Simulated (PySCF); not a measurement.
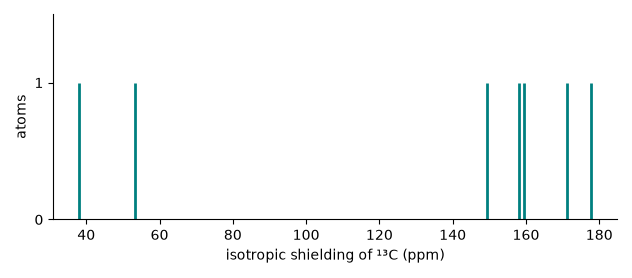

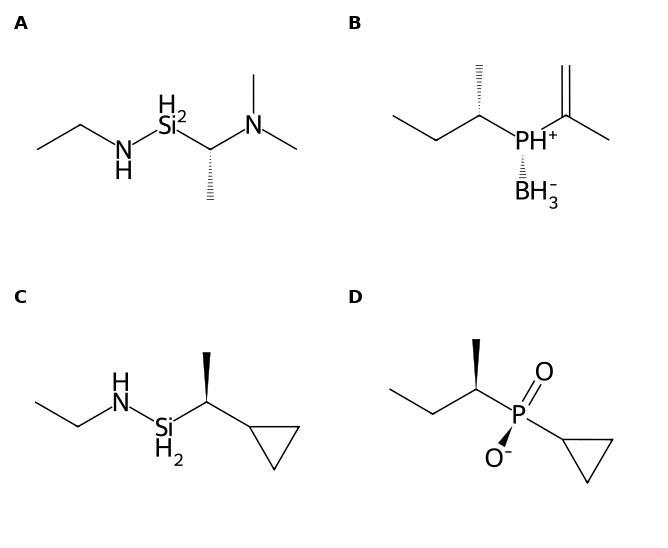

The sticks are computed shieldings of one of the molecules, for one fixed geometry (GFN2-xTB) without averaging over rotations. Low shielding means a high chemical shift. Method: GIAO PBE0/pcSseg-1 NMR shielding, non-relativistic, gas phase (PySCF 2.14.0).

> Which molecule gives this pattern?

B, `[BH3-][P@@H+](C(=C)C)[C@@H](C)CC`. Its 7 C atoms give lines at 38.0, 53.3, 149.5, 158.2, 159.5, 171.2, 177.8 ppm.

The geometry is semi-empirical. Around B, P, Si such bond lengths and angles can be off by a tenth of an ångström or more and by several degrees, and values that hang on the shape move with them.
